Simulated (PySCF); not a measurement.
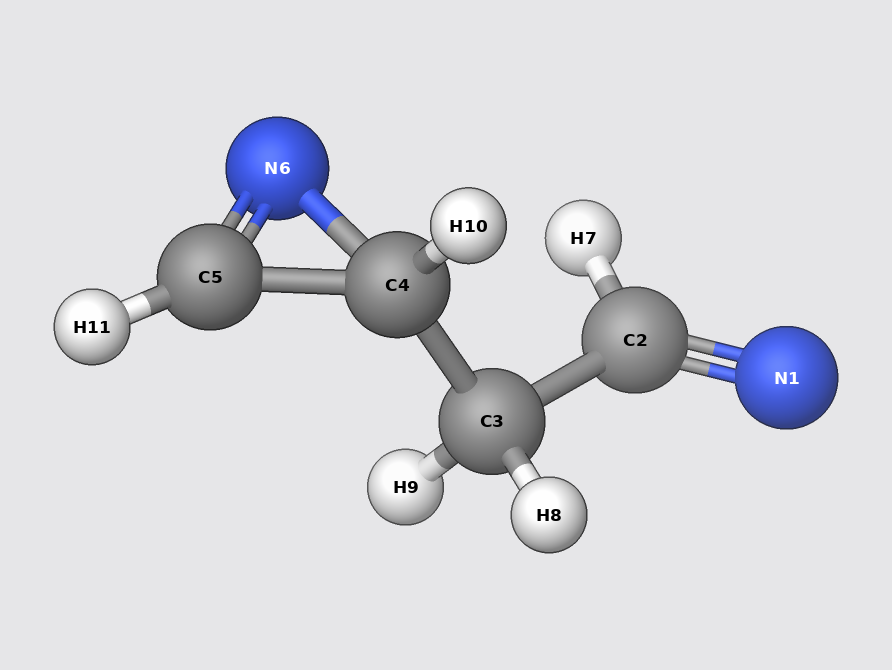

Charge 0, doublet. The geometry was computed by an optimisation with GFN2-xTB. No frequency run is at hand to confirm it as a minimum. Computed with UKS B3LYP, pcH-1 on C H N, non-relativistic (PySCF 2.14.0). Fermi-contact and spin-dipolar terms alone, no spin-orbit part.

Which nucleus has the largest dipolar (anisotropic) hyperfine coupling?

14N at N1: principal values −45.6, −35.9, 81.4 MHz.

List the isotropic and dipolar parts for the most strongly coupled nuclei, one of each equivalent set.

```tsv
atom	isotope	a_iso (MHz)	dipolar part (MHz)
N1	14N	21.6	−45.6, −35.9, 81.4
C3	13C	100.1	−12.1, −11.4, 23.5
C2	13C	−69.2	−16.9, −0.3, 17.1
H8	1H	−9.6	−8.4, −1.5, 9.9
H7	1H	253.3	−5.7, −2.8, 8.5
H9	1H	−8.6	−5.6, −2.5, 8.1
H10	1H	−0.2	−1.7, −1.4, 3.1
C5	13C	2.9	−1.4, −0.6, 2.0
```
